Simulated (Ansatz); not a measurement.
# One shape, several levels: GeH2 (SMILES [H][Ge][H])

Wanted: a comparison of 6 runs (HF/STO-3G, B2PLYP/STO-3G, HSE06/STO-3G, BCCD(T)/STO-3G, UCCSD(T)/STO-3G, FCI/STO-3G) of GeH2. 

Program for the calculation: Ansatz 0.2.0.

33 further runs of the same task are left out: 6 that didn't finish, 27 set aside as unsound or not needed.

### 1 The system as given

GeH2: 3 atoms, total charge 0, spin state singlet. As SMILES, `[H][Ge][H]`. The H3–Ge1 distance was set to 3.214 Å, away from the relaxed value. At this shape a bond of the SMILES string is far longer than usual.

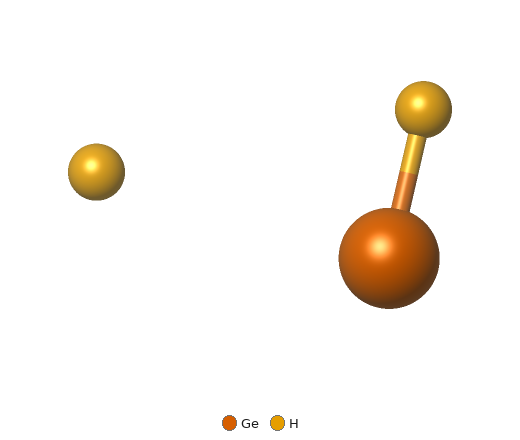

Viewed from a chosen angle; germanium orange, hydrogen amber.

### 2 A single-point energy at HF/STO-3G (run 1)

The input, in.yaml:

```yaml
crystal:
  periodic: [false, false, false]
  atoms:
    - {symbol: Ge, position_ang: [1.112596, -0.044970, -1.944605]}
    - {symbol: H, position_ang: [2.206846, -0.053740, -0.765145]}
    - {symbol: H, position_ang: [-1.103430, 0.026870, 0.382580]}
basis:
  gaussian:
    orbitals: STO-3G
hamiltonian:
  xc: hf
accuracy: high
```

Command:

```sh
$ ansatz run in.yaml --threads 1 --pin off --max-ram 2610MiB --events-out events.jsonl --progress --plain --runs-dir runs
```

The program printed:

```text
Warning: RAYON_NUM_THREADS=1 ignored (pool sized by the plan → 1); use --threads N
Functional definition: HF
  name "HF"
  exchange = exact_x
  correlation = 0
228 factors; integrals over basis functions are off by at most 7.8e-9 eV
mean field evaluation 1: about -55848.7421 eV, gradient 1.1e1 eV
mean field evaluation 2: about -55848.7542 eV, gradient 1.1e1 eV
mean field evaluation 4: about -55852.4959 eV, gradient 2.3e0 eV
mean field evaluation 8: about -55852.5452 eV, gradient 8.9e-5 eV
mean field evaluation 16: about -55849.4766 eV, gradient 3.0e0 eV
mean field -55852.54088213 eV, -2052.5430192064 hartree, gradient 2.0e-8 eV, S^2 0.000000; 0 other end points of the search recorded, 0 dependent functions left out
reference -55852.54088213 eV, -2052.5430192064 hartree; 17, 17 occupied and 3, 3 virtual orbitals, 228 factors
Total energy: -55852.54088213 eV, -2052.5430192064 hartree
```

Run time: 0.1 s. Hardware: 1 thread of Arm Neoverse V1, shared host.

### 3 A single-point energy at B2PLYP/STO-3G (run 2)

The input, input.yaml:

```yaml
crystal:
  periodic: [false, false, false]
  atoms:
    - {symbol: Ge, position_ang: [1.112596, -0.044970, -1.944605]}
    - {symbol: H, position_ang: [2.206846, -0.053740, -0.765145]}
    - {symbol: H, position_ang: [-1.103430, 0.026870, 0.382580]}
basis:
  gaussian:
    orbitals: STO-3G
correlation:
  frozen_orbitals: {Ge: 9, H: 0}
accuracy: high
hamiltonian:
  xc: {name: B2PLYP}
```

Command:

```sh
$ ansatz run input.yaml --threads 1 --pin off --max-ram 2610MiB --events-out events.jsonl --progress --plain --runs-dir runs
```

The program printed, cut to the lines that bear on the results:

```text
Warning: RAYON_NUM_THREADS=1 ignored (pool sized by the plan → 1); use --threads N
Functional definition: B2PLYP
  name "B2PLYP"
[...]
228 factors; integrals over basis functions are off by at most 7.8e-9 eV
[...]
mean field -55879.99312592 eV, -2053.5518705579 hartree, gradient 2.2e-8 eV, S^2 0.000000; 0 other end points of the search recorded, 0 dependent functions left out; unrestricted orbitals would lower it
9 core orbitals not correlated: weight in the atoms' cores, before any rotation towards them, 1.000 or more for the frozen orbitals, at most 0.000 for the correlated occupied ones
reference -55879.99314279 eV, -2053.5518711779 hartree; 8, 8 occupied and 3, 3 virtual orbitals, 228 factors
second order -4.82522188 eV of doubles, -0.00000000 eV of singles
Total energy: -55881.29595270 eV, -2053.5997485590 hartree
```

Run time: 1.1 s. Hardware: 1 thread of Arm Neoverse V1, shared host.

Runs 3 to 4 aren't shown in full; the table further down has their settings and results.

### 4 The energy at UCCSD(T)/STO-3G (run 5)

The input, job.yaml:

```yaml
basis:
  gaussian:
    orbitals: STO-3G
crystal:
  periodic: [false, false, false]
  atoms:
    - {symbol: Ge, position_ang: [1.112596, -0.044970, -1.944605]}
    - {symbol: H, position_ang: [2.206846, -0.053740, -0.765145]}
    - {symbol: H, position_ang: [-1.103430, 0.026870, 0.382580]}
magnetization:
  spin_polarized: true
correlation:
  method: ccsd_t
  frozen_orbitals: {Ge: 9, H: 0}
accuracy: high
scf:
  omitted_lower_state_checks: [cluster_reference, increment]
```

Command:

```sh
$ ansatz run job.yaml --threads 1 --pin off --max-ram 2610MiB --events-out events.jsonl --progress --plain --runs-dir runs
```

The program printed, cut to the lines that bear on the results:

```text
Warning: RAYON_NUM_THREADS=1 ignored (pool sized by the plan → 1); use --threads N
[... 2 set-up lines as earlier in the session ...]
[...]
228 factors; integrals over basis functions are off by at most 7.8e-9 eV
[...]
mean field -55856.48868998 eV, -2052.6880984689 hartree, gradient 3.2e-8 eV, S^2 0.982950; 15 other end points of the search recorded, 0 dependent functions left out
9 core orbitals not correlated: weight in the atoms' cores, before any rotation towards them, 1.000 or more for the frozen orbitals, at most 0.000 for the correlated occupied ones
reference -55856.48868998 eV, -2052.6880984689 hartree; 8, 8 occupied and 3, 3 virtual orbitals, 228 factors
second order -0.57417090 eV of doubles, -0.00000000 eV of singles
cycle   1  -0.78500315 eV  change   -2.1e-1 eV  update   5.0e-2
[...]
cycle  35  -1.01420376 eV  change   2.0e-10 eV  update  2.4e-10
perturbative correction -0.01048828 eV, -0.0003854371 hartree
WARN: these amplitudes may be one of several solutions (largest doubles amplitude 0.66, level shift 0.00 eV)
Total energy: -55857.51338202 eV, -2052.7257552066 hartree
Checks for a lower state left out: cluster_reference, increment
```

It took 0.74 s on 1 thread of Arm Neoverse V1, shared host.

### 5 The energy at FCI/STO-3G (run 6)

in.yaml: that of step 2 with these lines changed.

```diff
@@ -1 +1,3 @@
+basis:
+  gaussian: {orbitals: STO-3G}
 crystal:
@@ -6,7 +8,3 @@
     - {symbol: H, position_ang: [-1.103430, 0.026870, 0.382580]}
-basis:
-  gaussian:
-    orbitals: STO-3G
-hamiltonian:
-  xc: hf
+correlation: {method: fci, frozen_orbitals: {Ge: 9, H: 0}}
 accuracy: high
```

Command:

```sh
$ ansatz run in.yaml --threads 1 --pin off --max-ram 2610MiB --events-out events.jsonl --progress --plain --runs-dir runs
```

The program printed, cut to the lines that bear on the results:

```text
Warning: RAYON_NUM_THREADS=1 ignored (pool sized by the plan → 1); use --threads N
[... 2 set-up lines as earlier in the session ...]
[...]
228 factors; integrals over basis functions are off by at most 7.8e-9 eV
[...]
mean field -55852.54088213 eV, -2052.5430192064 hartree, gradient 2.0e-8 eV, S^2 0.000000; 6 other end points of the search recorded, 0 dependent functions left out; unrestricted orbitals would lower it
determinant -55852.54088213 eV, -2052.5430192064 hartree, with singles and doubles -55856.77250186 eV, -2052.6985283631 hartree
determinant -55849.56549039 eV, -2052.4336755768 hartree, with singles and doubles -55855.02138204 eV, -2052.6341758968 hartree
unrestricted determinant -55856.48868997 eV, -2052.6880984684 hartree, S^2 0.9830
9 core orbitals not correlated: weight in the atoms' cores, before any rotation towards them, 1.000 or more for the frozen orbitals, at most 0.000 for the correlated occupied ones
reference -55852.54088213 eV, -2052.5430192064 hartree; 8, 8 occupied and 3, 3 virtual orbitals, 228 factors
state -55857.52993548 eV, -2052.7263635354 hartree
Total energy: -55857.52993548 eV, -2052.7263635354 hartree
```

Run time: 0.52 s. Hardware: 1 thread of Arm Neoverse V1, shared host.

### 6 The series

```csv
run,level,frozen core orbitals,energy (Eh),wall time
1,HF/STO-3G,–,-2052.543019,0.1 s
2,B2PLYP/STO-3G,9,-2053.599749,1.1 s
3,HSE06/STO-3G,–,-2053.691971,1.9 s
4,BCCD(T)/STO-3G,9,-2052.726500,0.34 s
5,UCCSD(T)/STO-3G,9,-2052.725755,0.74 s
6,FCI/STO-3G,9,-2052.726364,0.52 s
```

### 7 Outcome

```
                                          quantity           value
                               run 6: total energy  -2052.72636 Eh
run 6: correlation energy (9 core orbitals frozen)      -183.3 mEh
```

**Reading.** Against full CI in this basis: HF +183.3 mEh; BCCD(T) -0.1 mEh; UCCSD(T) +0.6 mEh. Totals of different functionals can't be ranked against each other. In runs 2, 4 the log says that unrestricted orbitals would lower the reference, so the values rest on an unstable closed-shell determinant (other closed-shell runs at this shape may share the fault). In runs 1, 2, 3, 4, 5, 6 the basis is minimal, so the values are rough. In runs 1, 2, 3 a closed-shell determinant meets a far-stretched bond, which it describes badly. Spin contamination of the reference: run 5 ⟨S²⟩ = 0.98. Where it is this large, the reference is a mixture of spin states, and values that rest on it are in doubt. All runs together took 4.8 s, the longest 1.9 s.
